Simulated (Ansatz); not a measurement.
# SiH4O (silanol): levels of theory compared

Aim: a comparison of 5 runs (SVWN5/STO-3G, r2SCAN/STO-3G, wB97X/STO-3G, RPA@PBE/STO-3G, CCSDTQ/STO-3G) of SiH4O (silanol). 

Program for the calculation: Ansatz 0.2.0.

47 further runs of the same task are left out: 47 set aside as unsound or not needed.

**1. Starting point**

SiH4O has 6 atoms, charge 0, and is taken as a singlet. SMILES: `O[SiH3]`. The H5–Si2 distance was set to 1.851 Å, away from the relaxed value.

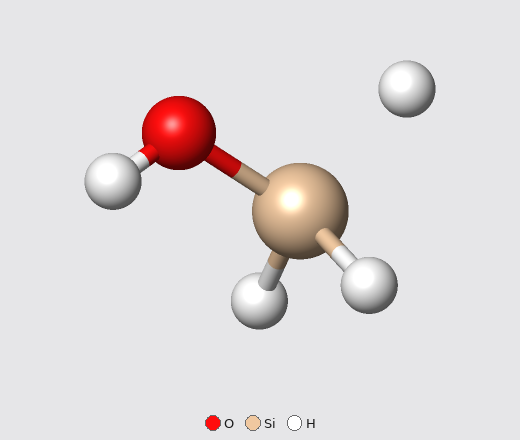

The structure, seen from a chosen angle (oxygen red, silicon light orange, hydrogen white).

**2. The energy at SVWN5/STO-3G (run 1)**

The input, run.yaml:

```yaml
crystal:
  periodic: [false, false, false]
  atoms:
    - {symbol: O, position_ang: [0.362682, -1.209879, 0.591130]}
    - {symbol: Si, position_ang: [-0.309718, 0.166921, -0.014870]}
    - {symbol: H, position_ang: [-0.204918, -1.808779, 1.076830]}
    - {symbol: H, position_ang: [-1.402318, -0.133879, -0.980670]}
    - {symbol: H, position_ang: [1.060500, 1.064900, -0.875600]}
    - {symbol: H, position_ang: [-0.876318, 1.022821, 1.063830]}
basis:
  gaussian:
    orbitals: STO-3G
hamiltonian:
  xc: {name: SVWN5}
accuracy: high
```

On the command line:

```
$ ansatz run run.yaml --threads 1 --pin off --max-ram 2610MiB --events-out events.jsonl --progress --plain --runs-dir runs
```

The program printed:

```text
Warning: RAYON_NUM_THREADS=1 ignored (pool sized by the plan → 1); use --threads N
Functional definition: SVWN5
  name "SVWN5"
  exchange = slater_x
  correlation = vwn5_c
314 factors; integrals over basis functions are off by at most 3.0e-8 eV
mean field evaluation 1: about -9817.5179 eV, gradient 2.4e1 eV
mean field evaluation 2: about -9814.9550 eV, gradient 3.8e1 eV
mean field evaluation 4: about -9819.4969 eV, gradient 1.4e0 eV
mean field evaluation 8: about -9819.4344 eV, gradient 1.2e-2 eV
mean field -9819.43438362 eV, -360.8575577462 hartree, gradient 6.5e-8 eV, S^2 0.000000; 0 other end points of the search recorded, 0 dependent functions left out
reference -9819.43438545 eV, -360.8575578136 hartree; 13, 13 occupied and 5, 5 virtual orbitals, 314 factors
Total energy: -9819.43438545 eV, -360.8575578136 hartree
```

Wall time 0.6 s (1 thread of Arm Neoverse V2, shared host); peak memory 0.089 GiB.

**3. The energy at r2SCAN/STO-3G (run 2)**

The input, job.yaml:

```yaml
basis:
  gaussian:
    orbitals: STO-3G
crystal:
  periodic: [false, false, false]
  atoms:
    - {symbol: O, position_ang: [0.362682, -1.209879, 0.591130]}
    - {symbol: Si, position_ang: [-0.309718, 0.166921, -0.014870]}
    - {symbol: H, position_ang: [-0.204918, -1.808779, 1.076830]}
    - {symbol: H, position_ang: [-1.402318, -0.133879, -0.980670]}
    - {symbol: H, position_ang: [1.060500, 1.064900, -0.875600]}
    - {symbol: H, position_ang: [-0.876318, 1.022821, 1.063830]}
hamiltonian:
  xc: {name: r2SCAN}
accuracy: high
```

On the command line:

```
$ ansatz run job.yaml --threads 1 --pin off --max-ram 2610MiB --events-out events.jsonl --progress --plain --runs-dir runs
```

The program printed:

```text
Warning: RAYON_NUM_THREADS=1 ignored (pool sized by the plan → 1); use --threads N
Functional definition: r2SCAN
  name "r2SCAN"
  parameter k0 = 0.174
  parameter k1 = 0.065
  parameter a1 = 4.9479
  exchange = r2scan_x(k0 = k0, k1 = k1, a1 = a1)
  correlation = r2scan_c
314 factors; integrals over basis functions are off by at most 3.0e-8 eV
mean field evaluation 1: about -9864.7088 eV, gradient 2.4e1 eV
mean field evaluation 2: about -9863.5736 eV, gradient 3.1e1 eV
mean field evaluation 4: about -9866.6797 eV, gradient 8.9e-1 eV
mean field evaluation 8: about -9866.6117 eV, gradient 7.6e-3 eV
mean field -9866.61172476 eV, -362.5912930551 hartree, gradient 7.6e-8 eV, S^2 0.000000; 0 other end points of the search recorded, 0 dependent functions left out
reference -9866.61172518 eV, -362.5912930709 hartree; 13, 13 occupied and 5, 5 virtual orbitals, 314 factors
Total energy: -9866.61172518 eV, -362.5912930709 hartree
```

Run time: 2.1 s. Hardware: 1 thread of Arm Neoverse V2, shared host; peak memory 0.13 GiB.

Runs 3 to 4 aren't shown in full; the table further down has their settings and results.

**4. A single-point energy at CCSDTQ/STO-3G (run 5)**

The input, run.yaml:

```yaml
crystal:
  periodic: [false, false, false]
  atoms:
    - symbol: O
      position_ang: [0.362682, -1.209879, 0.591130]
    - symbol: Si
      position_ang: [-0.309718, 0.166921, -0.014870]
    - symbol: H
      position_ang: [-0.204918, -1.808779, 1.076830]
    - symbol: H
      position_ang: [-1.402318, -0.133879, -0.980670]
    - symbol: H
      position_ang: [1.060500, 1.064900, -0.875600]
    - symbol: H
      position_ang: [-0.876318, 1.022821, 1.063830]
basis:
  gaussian:
    orbitals: STO-3G
correlation:
  method: ccsdtq
  frozen_orbitals: {H: 0, O: 1, Si: 5}
accuracy: high
scf:
  omitted_lower_state_checks: [cluster_reference, increment]
```

On the command line:

```
$ ansatz run run.yaml --threads 1 --pin off --max-ram 2610MiB --events-out events.jsonl --progress --plain --runs-dir runs
```

The program printed, cut to the lines that bear on the results:

```text
Warning: RAYON_NUM_THREADS=1 ignored (pool sized by the plan → 1); use --threads N
Functional definition: HF
  name "HF"
[...]
314 factors; integrals over basis functions are off by at most 3.0e-8 eV
[...]
mean field -9842.37289233 eV, -361.7005323930 hartree, gradient 1.2e-8 eV, S^2 0.000000; 0 other end points of the search recorded, 0 dependent functions left out
6 core orbitals not correlated: weight in the atoms' cores, before any rotation towards them, 1.000 or more for the frozen orbitals, at most 0.000 for the correlated occupied ones
reference -9842.37289233 eV, -361.7005323930 hartree; 7, 7 occupied and 5, 5 virtual orbitals, 314 factors
second order -2.26809335 eV of doubles, -0.00000000 eV of singles
cycle   1  -2.84971658 eV  change   -5.8e-1 eV  update   7.6e-2
[...]
cycle  24  -3.26064986 eV  change   4.5e-11 eV  update  7.0e-10
Total energy: -9845.63354219 eV, -361.8203590653 hartree
Checks for a lower state left out: cluster_reference, increment
```

It took 2.8 s on 1 thread of Arm Neoverse V2, shared host; peak memory 0.1 GiB.

**5. The series**

```
run           level  frozen core orbitals  energy (Eh)  wall time
  1    SVWN5/STO-3G                     –  -360.857558      0.6 s
  2   r2SCAN/STO-3G                     –  -362.591293      2.1 s
  3    wB97X/STO-3G                     –  -362.617944      3.9 s
  4  RPA@PBE/STO-3G                     6  -361.875307      1.4 s
  5   CCSDTQ/STO-3G                     6  -361.820359      2.8 s
```

**6. What came out**

| quantity | value |
| --- | --- |
| run 5: total energy | -361.82036 Eh |
| run 5: correlation energy (6 core orbitals frozen) | -119.8 mEh |
| run 5: T1 diagnostic | 0.008 |

In words: Totals of different functionals can't be ranked against each other. In runs 1, 2, 3, 4, 5 the basis is minimal, so the values are rough. All runs together took 11 s, the longest 3.9 s.
